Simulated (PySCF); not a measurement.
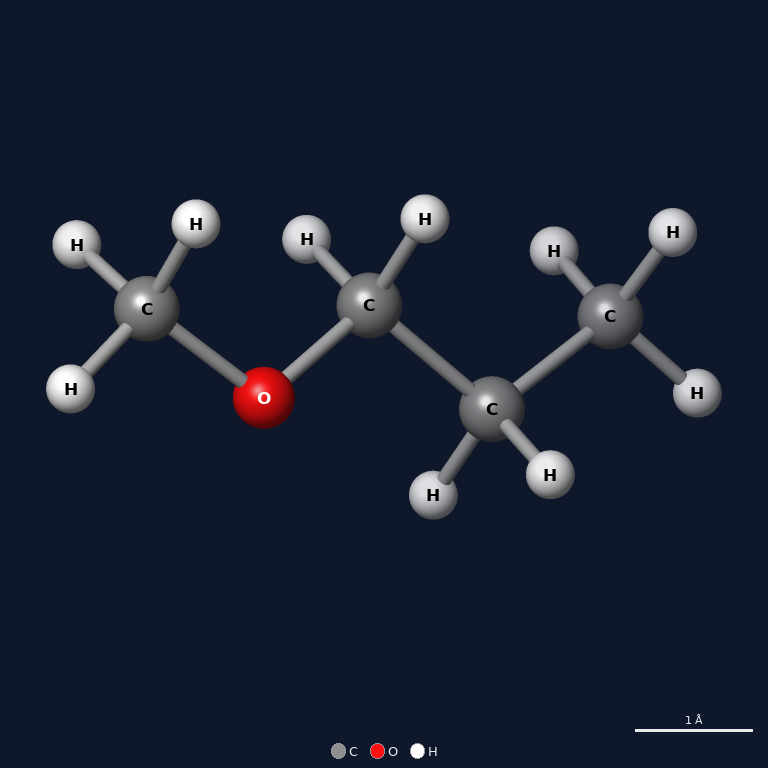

A ball-and-stick model of a molecule. Every bond is drawn as one stick, whatever its order.

The geometry was computed by an optimisation with PBE0-D3(BJ)/def2-TZVP. No frequency run is at hand to confirm it as a minimum.

What is the molecular formula?

Answer. C₄H₁₀O, 15 atoms: 4 carbon, 10 hydrogen and 1 oxygen.

Count the bonded pairs by element.

Answer. 10 C–H, 2 C–C, 2 C–O.

Write the SMILES.

Answer. CCCOC

More results for the same structure follow; atom numbers are the same in all pictures, views and colours differ.

## Symmetry

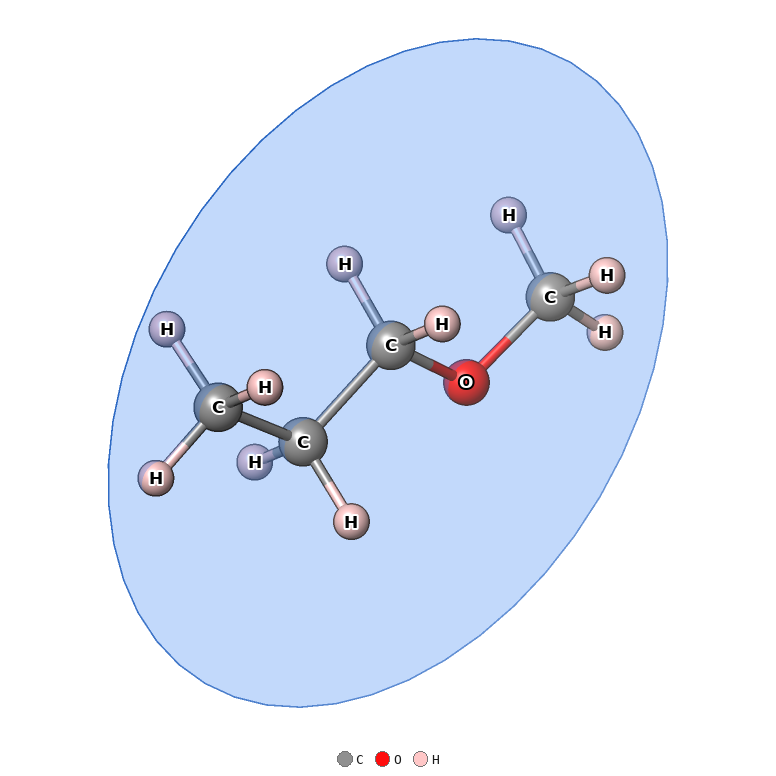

All proper rotation axes (lines) and mirror planes (discs) of the structure are drawn in. Atoms fade into the background with distance from the viewer. No frequency run is at hand to confirm it as a minimum.

Name the symmetry elements and the point group.

Answer. It has 1 mirror plane. Point group Cs. The group has 2 operations. The geometry is achiral, and symmetry allows a dipole moment.

## Polarisability

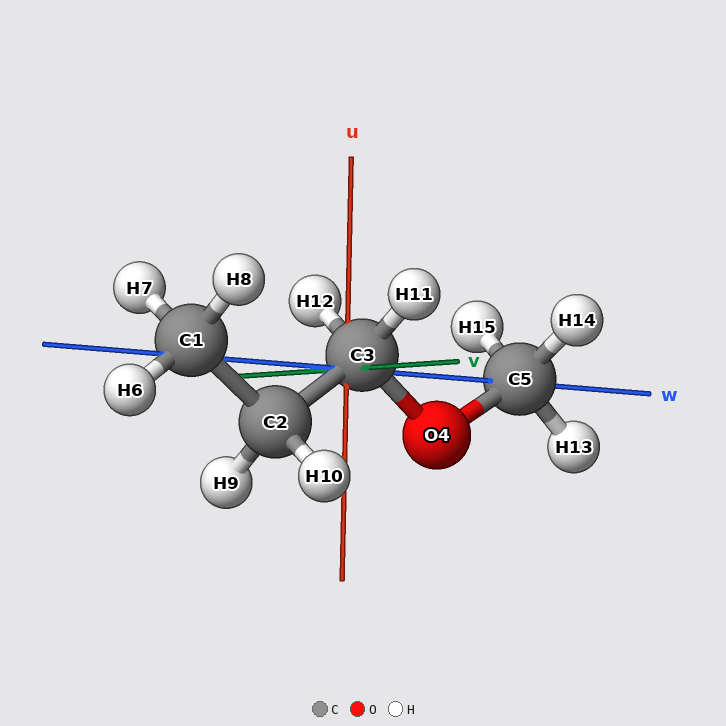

The lines u, v and w are the principal axes of the static dipole polarisability. No frequency run is at hand to confirm it as a minimum. Method: CAM-B3LYP/aug-cc-pVTZ (PySCF 2.14.0).

Along which axis is the molecule most polarisable, and along which least?

Answer. Most along w (close to the long direction C1···C5), least along v.

Give the three principal values.

Answer. u 54.1, v 51.4, w 68.8 bohr³; mean 58.1, anisotropy 16.2 bohr³.

## Excitation

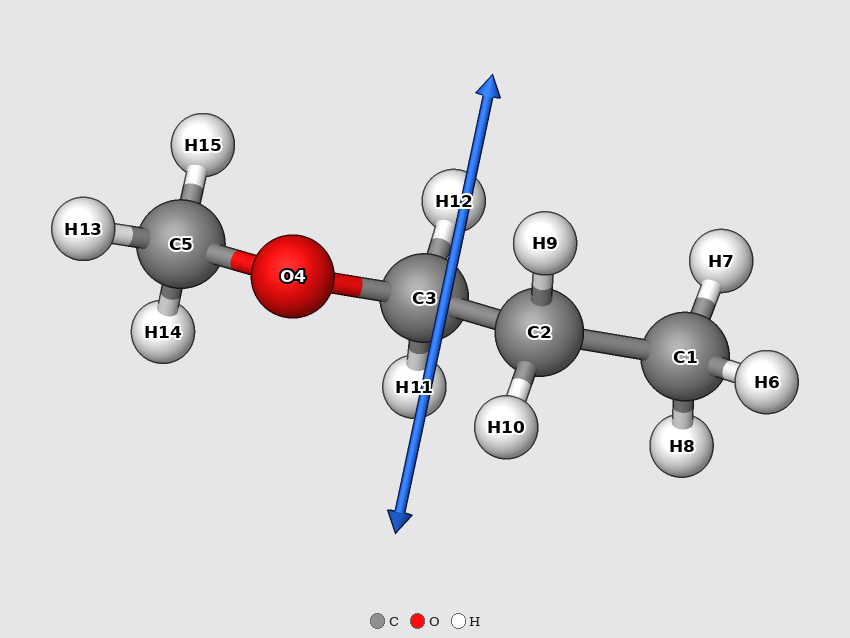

The double arrow shows the direction of the transition dipole to excited singlet state 1 (its length means nothing). No frequency run is at hand to confirm it as a minimum. Properties computed with TDDFT CAM-B3LYP/aug-cc-pVTZ, vertical, gas phase, core orbitals frozen in the response (PySCF 2.14.0).

Where does the transition lie, and how strong is it?

Answer. 6.61 eV (188 nm), oscillator strength 0.025, mainly HOMO → LUMO (weight 0.68); transition dipole 1.01 D.

## NMR shielding

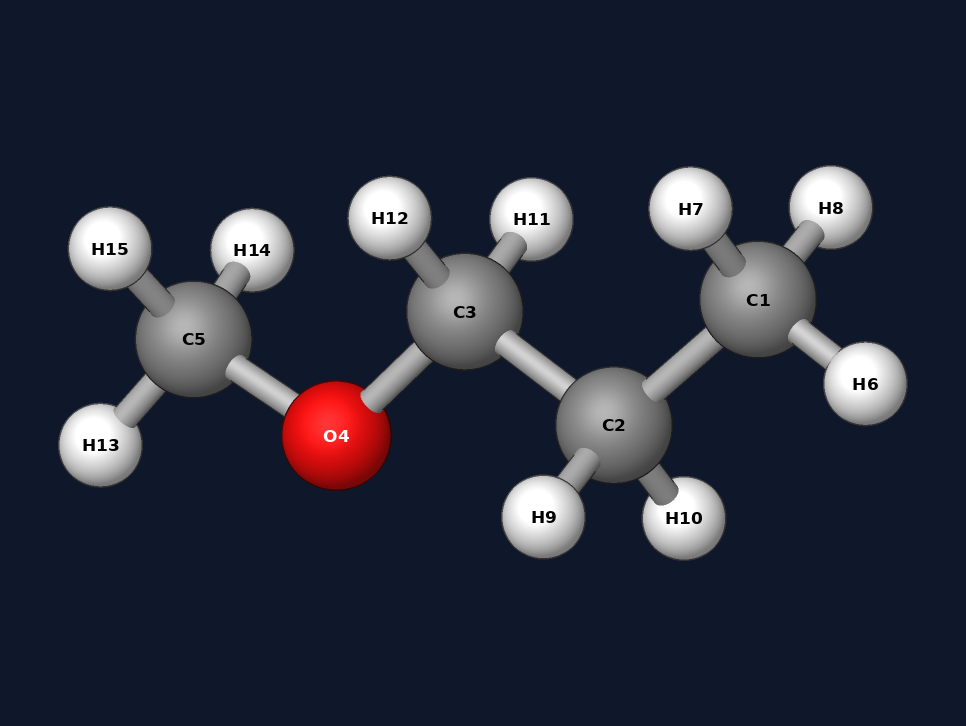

No frequency run is at hand to confirm it as a minimum. Method: GIAO KT3/pcSseg-2 NMR shielding, non-relativistic, gas phase (PySCF 2.14.0). Principal shieldings σ11 ≤ σ22 ≤ σ33, span Ω = σ33 − σ11, skew κ = 3(σiso − σ22)/Ω.

Give the shielding tensors of the C atoms.

```tsv
atom	σ11	σ22	σ33	σiso	Ω	κ
C1	163.1	163.1	185.7	170.6	22.7	1.00
C2	139.3	156.5	166.3	154.0	26.9	−0.28
C3	64.7	83.8	156.0	101.5	91.3	0.58
C5	89.0	91.9	181.5	120.8	92.5	0.94
```

Shieldings and span in ppm.
